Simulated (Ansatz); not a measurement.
# BrClGeH (doublet): what the fields show

The calculation's input:

```
crystal:
  periodic: [false, false, false]
  atoms:
    - {symbol: Cl, position_ang: [-1.869042, 0.399916, -0.447475]}
    - {symbol: Ge, position_ang: [0.269995, 0.163018, -0.472865]}
    - {symbol: Br, position_ang: [0.799613, -1.886537, 0.442643]}
    - {symbol: H, position_ang: [0.855034, 1.263302, 0.457397]}
basis:
  gaussian: {orbitals: def2-TZVPP}
magnetization: {spin_polarized: true, initial_magnetization: 1}
hamiltonian: {xc: pbe0, dispersion: d4}
output: {orbitals: {seedname: orbitals}}
```

Command:

```sh
ansatz run in.yaml --threads 4 --pin off --events-out ev --progress --plain --max-ram 10444MiB
```

Geometry: PBE0-D4/def2-TZVP.

All numbers below come from UKS PBE0-D4/def2-TZVPP (Ansatz 0.2.0).

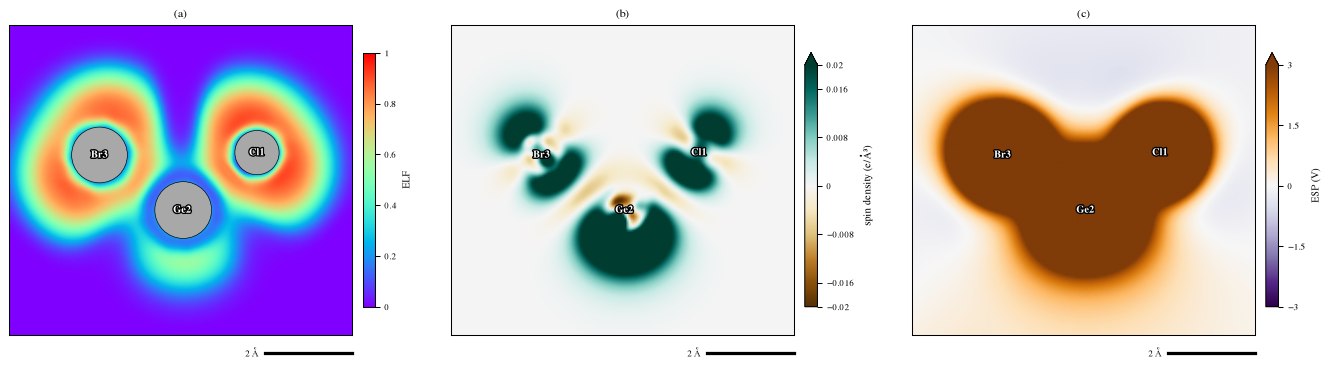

Figure 1. (a) ELF; (b) spin density (α minus β); (c) electrostatic potential on the plane of atoms Cl1, Ge2 and Br3. Grey discs cover the atomic cores in the ELF map.

> Read the bonding off the picture.

- The plane passes through Cl, Ge and Br nuclei.
- Ge–Cl (2.15 Å): the ELF peaks at about 0.80 in the valence shell of Cl, 0.9 Å from its nucleus, and is about 0.65 at the midpoint.
- Ge–Br (2.31 Å): the ELF peaks at about 0.75 in the valence shell of Br, 1.0 Å from its nucleus, and is about 0.75 at the midpoint.
- The ELF also peaks beside Br3 and Cl1, away from the bonds: non-bonding electrons, paired or unpaired.
- The unpaired spin (1 electron) lies mostly on Ge2 (about 0.6), Br3 (about 0.1), H4 (about 0.1) and Cl1 (about 0.1), in electrons by Hirshfeld's partition.
- Outside the dense part of the molecule the potential is most negative (−0.4 V) near Cl1.

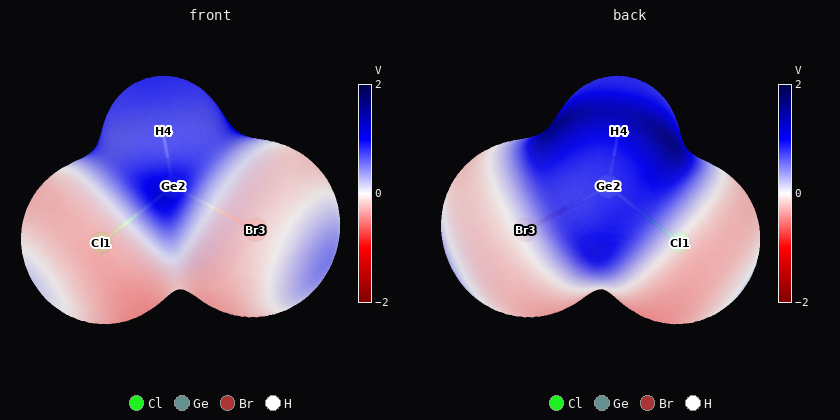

Figure 2. The molecular electrostatic potential painted on the density surface at 0.002 e/bohr³, seen from the front and from behind; red is negative and blue positive.

> Which sites attract a positive test charge, and which a negative one?

A positive charge is drawn to the negative regions and a negative charge to the positive ones. The most negative region (about −0.4 V) lies over Cl1, the most positive (about +1.6 V) over Ge2. Br3 shows a σ-hole: about +0.5 V at the tip opposite its bond, against about −0.2 V on its flanks.

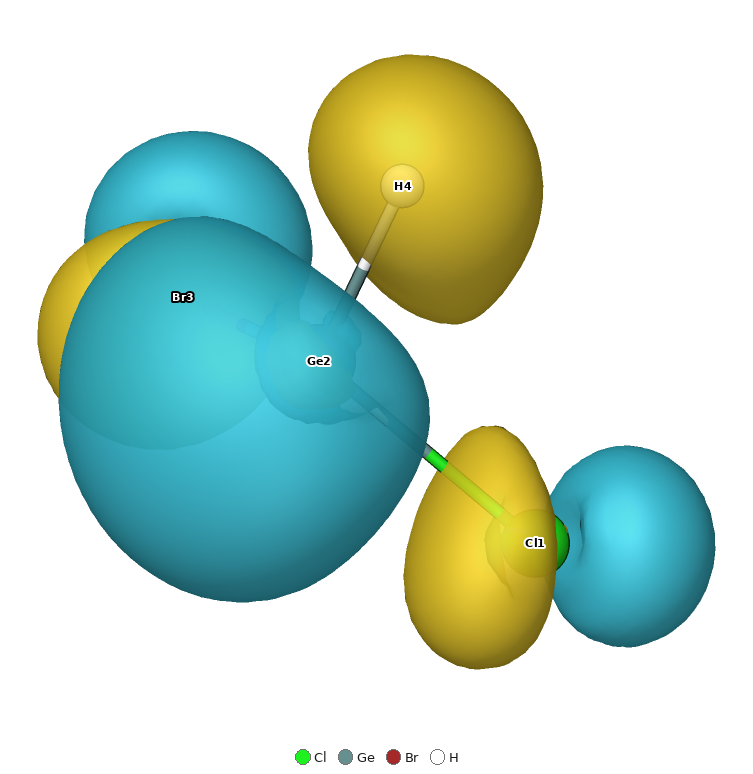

Figure 3. One frontier orbital at ±0.1 Å⁻³ᐟ² (yellow and cyan are the two phases), seen at an oblique angle.

> Which orbital is it: HOMO (β) or LUMO (β)?

The LUMO (β), at −3.91 eV. By Hirshfeld shares it lies mainly on Ge2 (about 60 %), Br3 (about 15 %), Cl1 (about 15 %) and H4 (about 10 %).
